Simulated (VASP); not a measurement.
# Ba2SeO: structure and properties in VASP, part 2 of 4

Aim: relax Ba2SeO, then compute properties on the relaxed cell. The cell is invented: it takes the structure of COD entry 9008673, MgSe (space group 225 there), with some of its atoms replaced by other elements, volume scaled by an estimate. It may not be a known or stable phase. The atoms of the start are displaced at random from the sites of a P4/mmm cell.

VASP 6.6.1; PBE; plane waves and PAW (Ba_sv, Se, O); invented cell.

So far, gap on the k-mesh (eV): step 3 (relaxing cell and atoms (PBE)) 2.08.

## (4) Second relaxation

The basis stayed that of the start cell while the cell moved. A rerun from the cell reached resets it; the error of the finite cutoff stays. The mesh changes with the cell too.

INCAR reads:

```
SYSTEM = Ba2SeO
PREC = Accurate
ENCUT = 520
EDIFF = 1E-06
NELM = 100
ISMEAR = 0
SIGMA = 0.05
LREAL = .FALSE.
ALGO = Normal
GGA = PE
NBANDS = 22
LORBIT = 11
LWAVE = .FALSE.
LCHARG = .FALSE.
KPAR = 2
IBRION = 2
NSW = 60
ISIF = 3
EDIFFG = -0.01
```

POSCAR reads:

```
Ba2SeO
1.0
    4.7404832200      0.0000000000      0.0000000000
    0.0000000000      4.4389628300      0.0000000000
   -0.0735353900      0.0000000000      6.5383073500
Ba Se O
2 1 1
Direct
    0.4996762360      0.5000000000      0.4370531020
    0.1262429400      0.0000000000      0.9948535090
    0.9963588130      0.0000000000      0.5017322050
    0.3825050120      0.5000000000      0.0670541840
```

KPOINTS reads:

```
Automatic mesh
0
Gamma
4 5 3
0 0 0
```

PAW data sets: Ba_sv, Se and O (PBE family, release 64).

The cell reached was symmetrised within 0.01 Å before this step, which raises the operations from 1 to 2, which the run then keeps.

Launch:

```console
$ mpirun -np 2 vasp_std
```

The log of the run:

```text
[... set-up lines as in an earlier step ...]
 entering main loop
       N       E                     dE             d eps       ncg     rms          rms(c)
DAV:   1     0.219483044164E+03    0.21948E+03   -0.13626E+04   924   0.124E+03
DAV:   2    -0.681451282485E+01   -0.22630E+03   -0.21486E+03  1252   0.244E+02
DAV:   3    -0.244468575256E+02   -0.17632E+02   -0.17510E+02  1276   0.741E+01
DAV:   4    -0.250072931480E+02   -0.56044E+00   -0.55990E+00  1438   0.118E+01
DAV:   5    -0.250142468885E+02   -0.69537E-02   -0.69520E-02  1160   0.127E+00    0.117E+01
DAV:   6    -0.210287362430E+02    0.39855E+01   -0.22382E+01  1082   0.217E+01    0.744E+00
DAV:   7    -0.207760857583E+02    0.25265E+00   -0.24503E+00  1152   0.897E+00    0.309E+00
DAV:   8    -0.207167128562E+02    0.59373E-01   -0.31404E-01  1158   0.376E+00    0.817E-01
DAV:   9    -0.207341315097E+02   -0.17419E-01   -0.40382E-02  1290   0.118E+00    0.280E-01
DAV:  10    -0.207401739048E+02   -0.60424E-02   -0.79458E-03  1216   0.576E-01    0.178E-01
DAV:  11    -0.207414143872E+02   -0.12405E-02   -0.51480E-03  1232   0.379E-01    0.807E-02
DAV:  12    -0.207416407407E+02   -0.22635E-03   -0.88996E-04  1170   0.201E-01    0.236E-02
DAV:  13    -0.207416564600E+02   -0.15719E-04   -0.14613E-04  1176   0.663E-02    0.171E-02
DAV:  14    -0.207416656120E+02   -0.91521E-05   -0.11935E-04  1134   0.579E-02    0.173E-02
DAV:  15    -0.207416599902E+02    0.56219E-05   -0.30416E-05  1170   0.327E-02    0.273E-03
DAV:  16    -0.207416603106E+02   -0.32044E-06   -0.33615E-06   966   0.874E-03
   1 F= -.20741660E+02 E0= -.20741660E+02  d E =-.207417E+02
 curvature:   0.00 expect dE= 0.000E+00 dE for cont linesearch  0.000E+00
 trial: gam= 0.00000 g(F)=  0.195E-05 g(S)=  0.162E-05 ort = 0.000E+00 (trialstep = 0.100E+01)
 search vector abs. value=  0.357E-05
 reached required accuracy - stopping structural energy minimisation
```

Wall time 16 s (2 MPI ranks of Intel Xeon 6975P-C (Granite Rapids), shared host); peak memory 0.54 GiB.

Parts of OUTCAR (step 4):

```text
  LATTYP: Found a simple monoclinic cell.
 ALAT       =     4.7404832200
 B/A-ratio  =     0.9363945876
 C/A-ratio  =     1.3793363576
 COS(beta)  =    -0.0112461430

 Subroutine GETGRP returns: Found  2 space group operations
 (whereof  2 operations were pure point group operations)

The static configuration has the point symmetry C_1h.

 Found     21 irreducible k-points:

   k-points           NKPTS =     21   k-points in BZ     NKDIM =     21   number of bands    NBANDS=     22

   dimension x,y,z NGX =    36 NGY =   36 NGZ =   50
   dimension x,y,z NGXF=    72 NGYF=   72 NGZF=  100

   ENCUT  =  520.0 eV  38.22 Ry    6.18 a.u.   8.81  8.25 12.16*2*pi/ulx,y,z

   NELECT =      32.0000    total number of electrons

 E-fermi :   0.9273

 k-point     1 :       0.0000    0.0000    0.0000
  band No.  band energies     occupation
    ...
     12      -0.1209      2.00000
     13      -0.0500      2.00000
     14       0.1328      2.00000
     15       0.3168      2.00000
     16       0.6662      2.00000
     17       2.7501      0.00000
     18       3.1789      0.00000
     19       5.1238      0.00000
     20       5.1267      0.00000
     21       5.3585      0.00000
    ...

 k-point     2 :       0.2500    0.0000    0.0000
  band No.  band energies     occupation
    ...
     12      -0.4530      2.00000
     13      -0.1915      2.00000
     14      -0.0518      2.00000
     15       0.1652      2.00000
     16       0.2150      2.00000
     17       3.6335      0.00000
     18       4.0096      0.00000
     19       4.6005      0.00000
     20       5.1899      0.00000
     21       5.7546      0.00000
    ...

  Total       -0.0059869     -0.0086012      0.0046886      0.0000000      0.0000000      0.0010779
  in kB       -0.0697172     -0.1001614      0.0545992      0.0000000      0.0000000      0.0125521
  external PRESSURE =      -0.0384265 kB  Pullay stress =       0.0000000 kB

  energy-cutoff  :      520.00
  volume of cell :      137.58
      direct lattice vectors                 reciprocal lattice vectors
     4.740483220  0.000000000  0.000000000     0.210948959  0.000000000  0.002372512
     0.000000000  4.438962830  0.000000000     0.000000000  0.225277849  0.000000000
    -0.073535390  0.000000000  6.538307350     0.000000000  0.000000000  0.152944783

 POSITION                                       TOTAL-FORCE (eV/Angst)
 -----------------------------------------------------------------------------------
      2.33657      2.21948      2.85759         0.000092      0.000000     -0.001171
      0.52530      0.00000      6.50466        -0.004281      0.000000     -0.000864
      4.68633      0.00000      3.28048         0.000434      0.000000      0.002372
      1.80833      2.21948      0.43842         0.003754      0.000000     -0.000338
 -----------------------------------------------------------------------------------
    total drift:                                0.000131      0.000000      0.000195

  FREE ENERGIE OF THE ION-ELECTRON SYSTEM (eV)
  ---------------------------------------------------
  free  energy   TOTEN  =       -20.7416603106 eV

  energy  without entropy=      -20.7416603106  energy(sigma->0) =      -20.74166031

 total charge
# of ion       s       p       d       tot
------------------------------------------
    1        2.016   5.601   0.352   7.969
    2        2.009   5.597   0.332   7.938
    3        1.435   2.452   0.004   3.891
    4        1.566   3.351   0.000   4.917
--------------------------------------------------
tot          7.026  17.001   0.687  24.714

[... 1 part as in an earlier step ...]

[... 7 further parts left out ...]
```

CONTCAR:

```
Ba2SeO
   1.00000000000000
     4.7404832199999998    0.0000000000000000    0.0000000000000000
     0.0000000000000000    4.4389628300000004    0.0000000000000000
    -0.0735353900000000    0.0000000000000000    6.5383073500000002
  Ba              Se              O
     2     1     1
Direct
     0.4996762359999991    0.5000000000000000    0.4370531020000001
     0.1262429399999974    0.0000000000000000    0.9948535090000021
     0.9963588130000005    0.0000000000000000    0.5017322050000033
     0.3825050120000029    0.5000000000000000    0.0670541839999999
```

The run keeps the 2 symmetry operations of its start, so it cannot find a distortion of lower symmetry.

Little changed from the start: no atom moved by 0.005 Å and no cell edge by 0.1 %.

This step gave:

```
irreducible k-points            : 21
symmetry operations             : 2
Fermi energy                    : 0.9273 eV
pressure                        : -0.003843 GPa
SCF cycles over all ionic steps : 16
```

It ends with a largest force of 0.004 eV/Å and a pressure of 0.00 GPa. The volume moved by under 0.01 %: the run met its threshold at the first step.

## (5) Single point with fields (PBE)

The relaxed cell gets a fresh self-consistent run, on a basis set for its own volume, to fix the density and to check the remaining stress.

INCAR: that of step 4 with these lines changed.

```diff
@@ -13,7 +13,5 @@
 LWAVE = .FALSE.
-LCHARG = .FALSE.
-KPAR = 2
-IBRION = 2
-NSW = 60
-ISIF = 3
-EDIFFG = -0.01
+LCHARG = .TRUE.
+ISIF = 2
+LELF = .TRUE.
+LVHAR = .TRUE.
```

POSCAR is that of step 4.

KPOINTS is that of step 4.

Launch:

```console
$ mpirun -np 2 vasp_std
```

The log of the run:

```text
[banner, memory and clock lines left out]
running    2 mpi-ranks, on    1 nodes
 distrk:  each k-point on    2 cores,    1 groups
 distr:  one band on    1 cores,    2 groups

 POSCAR found type information on POSCAR BaSeO
 POSCAR found :  3 types and       4 ions
 LDA part: xc-table for (Slater+PW92), standard interpolation
 POSCAR, INCAR and KPOINTS ok, starting setup
 FFT: planning ... GRIDC
 FFT: planning ... GRID_SOFT
 FFT: planning ... GRID
 WAVECAR not read
 entering main loop
       N       E                     dE             d eps       ncg     rms          rms(c)
DAV:   1     0.219483044165E+03    0.21948E+03   -0.13626E+04   924   0.124E+03
[... 1 cycle as in an earlier step ...]
DAV:   3    -0.244468575257E+02   -0.17632E+02   -0.17510E+02  1276   0.741E+01
DAV:   4    -0.250072931482E+02   -0.56044E+00   -0.55990E+00  1438   0.118E+01
DAV:   5    -0.250142468886E+02   -0.69537E-02   -0.69520E-02  1160   0.127E+00    0.117E+01
DAV:   6    -0.210287362431E+02    0.39855E+01   -0.22382E+01  1082   0.217E+01    0.744E+00
[... 3 cycles as in an earlier step ...]
DAV:  10    -0.207401739049E+02   -0.60424E-02   -0.79458E-03  1216   0.576E-01    0.178E-01
[... 1 cycle as in an earlier step ...]
DAV:  12    -0.207416407408E+02   -0.22635E-03   -0.88996E-04  1170   0.201E-01    0.236E-02
[... 1 cycle as in an earlier step ...]
DAV:  14    -0.207416656121E+02   -0.91521E-05   -0.11935E-04  1134   0.579E-02    0.173E-02
[... 1 cycle as in an earlier step ...]
DAV:  16    -0.207416603107E+02   -0.32051E-06   -0.33615E-06   966   0.874E-03
   1 F= -.20741660E+02 E0= -.20741660E+02  d E =-.674953E-15
```

Elapsed: 16 s, on 2 MPI ranks; peak memory 0.39 GiB.

OUTCAR, selected parts (step 5):

```text
   NELECT =      32.0000    total number of electrons

 E-fermi :   0.9273

  Total       -0.0059869     -0.0086012      0.0046886      0.0000000      0.0000000      0.0010779
  in kB       -0.0697172     -0.1001615      0.0545991      0.0000000      0.0000000      0.0125522
  external PRESSURE =      -0.0384265 kB  Pullay stress =       0.0000000 kB

  FREE ENERGIE OF THE ION-ELECTRON SYSTEM (eV)
  ---------------------------------------------------
  free  energy   TOTEN  =       -20.7416603107 eV

  energy  without entropy=      -20.7416603107  energy(sigma->0) =      -20.74166031

[... 17 parts as in an earlier step ...]

[... 2 further parts left out ...]
```

Numbers from this step:

| Property | Result |
| --- | --- |
| SCF cycles | 16 |

Valence electrons inside each PAW sphere by angular momentum. Sphere charges, by row:

```tsv
atom	s (e)	p (e)	d (e)	tot (e)
Ba1	2.016	5.601	0.352	7.969
Ba2	2.009	5.597	0.332	7.938
Se3	1.435	2.452	0.004	3.891
O4	1.566	3.351	0	4.917
```

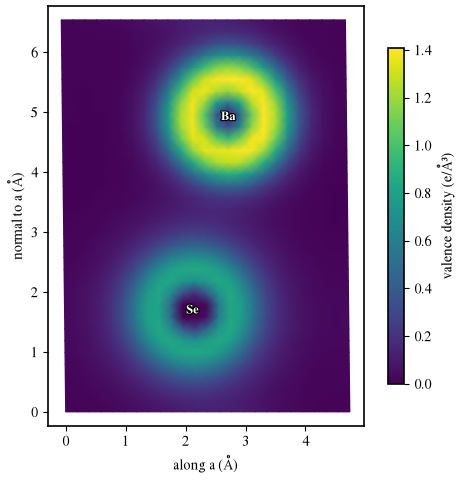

Valence density in the ac plane at fractional y = 0.000, with atoms of Ba and Se within 0.2 Å of it. It is the smooth field of the valence electrons, not physical close to the nuclei. The map starts off the cell's origin, so that atoms lie inside it.

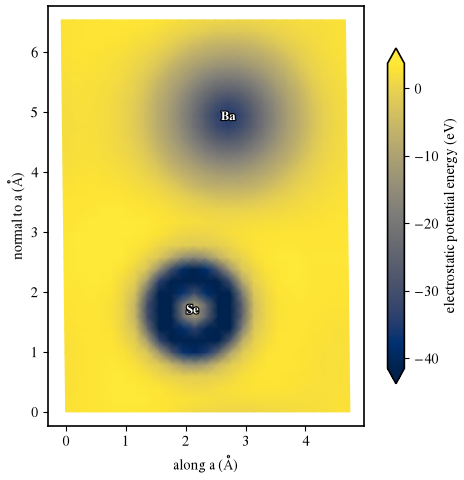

Electrostatic potential energy in the ac plane at fractional y = 0.000, with atoms of Ba and Se within 0.2 Å of it. With pseudopotentials it is smooth inside the atoms' cores, unlike the true potential. The map starts off the cell's origin, so that atoms lie inside it.

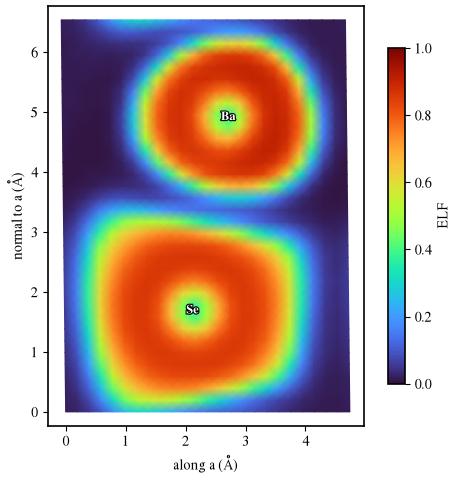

ELF in the ac plane at fractional y = 0.000, with atoms of Ba and Se within 0.2 Å of it. It is the smooth field of the valence electrons, not physical close to the nuclei. The map starts off the cell's origin, so that atoms lie inside it.

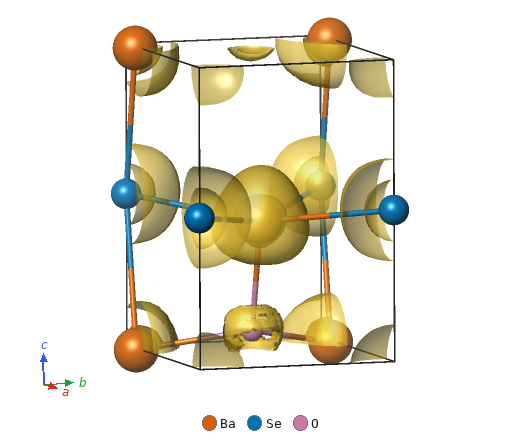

Surface of ELF = 0.83.

In this run the pressure is 0.00 GPa, small enough to go on.

## (6) Bands along the symmetry lines (PBE)

The mesh alone shows little of the dispersion and can miss band extrema, so KPOINTS_OPT adds a path through the symmetry points after the self-consistent cycle.

INCAR reads:

```
SYSTEM = Ba2SeO
PREC = Accurate
ENCUT = 520
EDIFF = 1E-06
NELM = 100
ISMEAR = 0
SIGMA = 0.05
LREAL = .FALSE.
ALGO = Normal
GGA = PE
NBANDS = 30
LORBIT = 11
LWAVE = .FALSE.
LCHARG = .FALSE.
KPAR = 2
```

POSCAR is that of step 5.

KPOINTS is that of step 5.

KPOINTS_OPT reads:

```
Line mode
16
Line-mode
Reciprocal
  0.00000000   0.00000000   0.00000000 GAMMA
  0.00000000   0.00000000   0.50000000 Y

  0.00000000   0.00000000   0.50000000 Y
 -0.49598608   0.00000000   0.50769384 H

 -0.49598608   0.00000000   0.50769384 H
 -0.50000000   0.00000000   0.50000000 C

 -0.50000000   0.00000000   0.50000000 C
 -0.50000000   0.50000000   0.50000000 E

 -0.50000000   0.50000000   0.50000000 E
 -0.50401392   0.50000000   0.49230616 M1

 -0.50401392   0.50000000   0.49230616 M1
 -0.50000000   0.50000000   0.00000000 A

 -0.50000000   0.50000000   0.00000000 A
 -0.50000000   0.00000000   0.00000000 X

 -0.50000000   0.00000000   0.00000000 X
 -0.50401392   0.00000000   0.49230616 H1

 -0.49598608   0.50000000   0.50769384 M
  0.00000000   0.50000000   0.50000000 D

  0.00000000   0.50000000   0.50000000 D
  0.00000000   0.50000000   0.00000000 Z

  0.00000000   0.00000000   0.50000000 Y
  0.00000000   0.50000000   0.50000000 D
```

Launch:

```console
$ mpirun -np 2 vasp_std
```

The log of the run:

```text
[... set-up lines as in an earlier step ...]
 entering main loop
       N       E                     dE             d eps       ncg     rms          rms(c)
DAV:   1     0.194602239333E+03    0.19460E+03   -0.13216E+04  1260   0.911E+02
DAV:   2    -0.922475777430E+01   -0.20383E+03   -0.18747E+03  1708   0.193E+02
DAV:   3    -0.246208195506E+02   -0.15396E+02   -0.15251E+02  1622   0.537E+01
DAV:   4    -0.250120881056E+02   -0.39127E+00   -0.39037E+00  1892   0.732E+00
DAV:   5    -0.250145320323E+02   -0.24439E-02   -0.24438E-02  1564   0.582E-01    0.117E+01
DAV:   6    -0.211163107176E+02    0.38982E+01   -0.14875E+01  1384   0.159E+01    0.773E+00
DAV:   7    -0.207928622317E+02    0.32345E+00   -0.15761E+00  1472   0.613E+00    0.295E+00
DAV:   8    -0.207192216516E+02    0.73641E-01   -0.26444E-01  1442   0.300E+00    0.115E+00
DAV:   9    -0.207325915091E+02   -0.13370E-01   -0.42073E-02  1492   0.115E+00    0.321E-01
DAV:  10    -0.207403269806E+02   -0.77355E-02   -0.69435E-03  1424   0.451E-01    0.175E-01
DAV:  11    -0.207414148044E+02   -0.10878E-02   -0.19889E-03  1482   0.192E-01    0.694E-02
DAV:  12    -0.207416701527E+02   -0.25535E-03   -0.40213E-04  1458   0.137E-01    0.366E-02
DAV:  13    -0.207416539149E+02    0.16238E-04   -0.10750E-04  1490   0.554E-02    0.105E-02
DAV:  14    -0.207416613091E+02   -0.73942E-05   -0.39970E-05  1506   0.265E-02    0.115E-02
DAV:  15    -0.207416604103E+02    0.89879E-06   -0.85205E-06  1532   0.166E-02
   1 F= -.20741660E+02 E0= -.20741660E+02  d E =-.300556E-14
 Start KPOINTS_OPT (optional k-point list driver)
k-point batch [1-21\176]
       N       E                     dE             ncg
DAV:   1    -0.145879285848E+04   -0.61802E+04     1260
DAV:   2    -0.557688427043E+04   -0.41181E+04     1634
DAV:   3    -0.590449246745E+04   -0.32761E+03     1742
DAV:   4    -0.591436419405E+04   -0.98717E+01     1786
DAV:   5    -0.591445279864E+04   -0.88605E-01     1646
DAV:   6    -0.591445455644E+04   -0.17578E-02     1700
DAV:   7    -0.591445460604E+04   -0.49598E-04     1494
DAV:   8    -0.591445460812E+04   -0.20793E-05      970
DAV:   9    -0.591445460822E+04   -0.10094E-06      980
[...]
k-point batch [169-176\176]
       N       E                     dE             ncg
DAV:   1     0.632046728593E+04   -0.63116E+04      480
DAV:   2     0.477016466460E+04   -0.15503E+04      630
DAV:   3     0.464925064355E+04   -0.12091E+03      658
DAV:   4     0.464487638363E+04   -0.43743E+01      716
DAV:   5     0.464485367601E+04   -0.22708E-01      592
DAV:   6     0.464485330801E+04   -0.36800E-03      708
DAV:   7     0.464485330653E+04   -0.14754E-05      524
DAV:   8     0.464485330649E+04   -0.42024E-07      436
```

Run time: 83 s. Hardware: 2 MPI ranks; peak memory 0.65 GiB; 2.7 min of CPU time.

From OUTCAR (step 6):

```text
   k-points           NKPTS =     21   k-points in BZ     NKDIM =     21   number of bands    NBANDS=     30

   NELECT =      32.0000    total number of electrons

 E-fermi :   0.9198

 k-point     1 :       0.0000    0.0000    0.0000
  band No.  band energies     occupation
    ...
     12      -0.1216      2.00000
     13      -0.0503      2.00000
     14       0.1322      2.00000
     15       0.3165      2.00000
     16       0.6659      2.00000
     17       2.7498      0.00000
     18       3.1788      0.00000
     19       5.1237      0.00000
     20       5.1266      0.00000
     21       5.3583      0.00000
    ...

  Total        0.0040114     -0.0007023      0.0140549      0.0000000      0.0000000      0.0006817
  in kB        0.0467125     -0.0081788      0.1636703      0.0000000      0.0000000      0.0079389
  external PRESSURE =       0.0674013 kB  Pullay stress =       0.0000000 kB

 POSITION                                       TOTAL-FORCE (eV/Angst)
 -----------------------------------------------------------------------------------
      2.33657      2.21948      2.85759        -0.000096      0.000000     -0.001280
      0.52530      0.00000      6.50466        -0.003895      0.000000     -0.000557
      4.68633      0.00000      3.28048         0.000353      0.000000      0.002412
      1.80833      2.21948      0.43842         0.003638      0.000000     -0.000575
 -----------------------------------------------------------------------------------
    total drift:                                0.000598      0.000000     -0.000840

  FREE ENERGIE OF THE ION-ELECTRON SYSTEM (eV)
  ---------------------------------------------------
  free  energy   TOTEN  =       -20.7416604103 eV

  energy  without entropy=      -20.7416604103  energy(sigma->0) =      -20.74166041

[... 8 parts as in an earlier step ...]

[... 8 further parts left out ...]
```

Spin-orbit coupling is off here; with elements this heavy it splits and shifts levels by tenths of an eV or more.

Numbers from this step:

```
SCF cycles                        : 15
bands                             : 30
Fermi energy                      : 0.9198 eV
pressure                          : 0.006740 GPa
least gap on mesh and path        : 2.084 eV
least direct gap on mesh and path : 2.084 eV
```

Electronic bands along the path, in eV, zero at the valence-band top; v1 is the highest filled band, c1 the lowest empty one:

```tsv
point	v4	v3	v2	v1	c1	c2	c3	c4
Γ	-0.72	-0.53	-0.35	0.00	2.08	2.51	4.46	4.46
Y	-0.81	-0.77	-0.33	-0.09	2.35	3.04	3.98	4.93
H	-1.10	-1.05	-0.77	-0.61	3.77	4.19	4.87	5.43
C	-1.10	-1.05	-0.77	-0.61	3.77	4.19	4.87	5.43
E	-0.76	-0.73	-0.67	-0.42	3.32	3.73	4.42	4.94
M1	-0.76	-0.73	-0.67	-0.42	3.32	3.73	4.42	4.94
A	-0.66	-0.62	-0.46	-0.33	2.86	3.38	4.08	5.28
X	-0.91	-0.83	-0.81	-0.48	3.24	4.66	4.71	4.90
H1	-1.10	-1.05	-0.77	-0.61	3.77	4.19	4.87	5.43
jump to M	-0.76	-0.73	-0.67	-0.42	3.32	3.73	4.42	4.94
D	-1.31	-0.79	-0.76	-0.38	3.23	3.88	4.65	5.06
Z	-0.93	-0.70	-0.63	-0.39	3.21	3.51	4.09	4.46
jump to Y	-0.81	-0.77	-0.33	-0.09	2.35	3.04	3.98	4.93
D	-1.31	-0.79	-0.76	-0.38	3.23	3.88	4.65	5.06
```

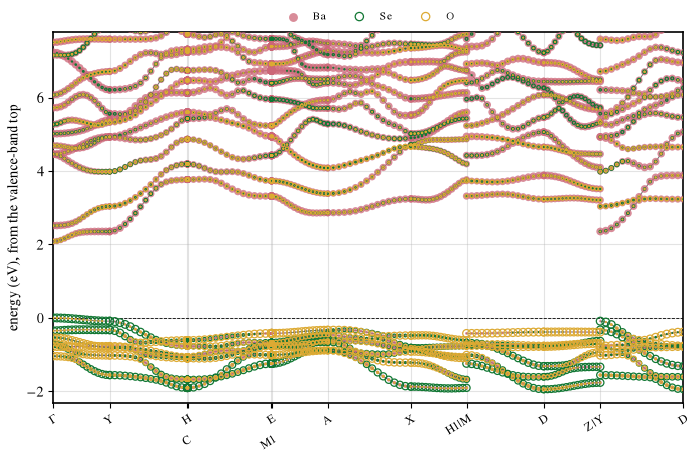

Electronic bands along the path; dots are coloured as in the legend, and their area grows with the weight.

The path finds the gap of the mesh within 0.02 eV, so the mesh comes close to both band edges.

(Part 2 of 4 ends here.)

[Lines on the potential files, build, host, timing and source positions are cut from VASP's logs without a mark.]

[Logs are printed without paths, hosts, clocks, repeated set-up lines and the standing remarks that a program may print on its own settings, such as how far it seeks lower states.]

[Hosts, paths, dates, database ids (printed as entryN), source tags and the programs' standing remarks are cut or masked in the printed files.]

[A measured line is paired with the nearest computed mode of its activity, which favours agreement.]
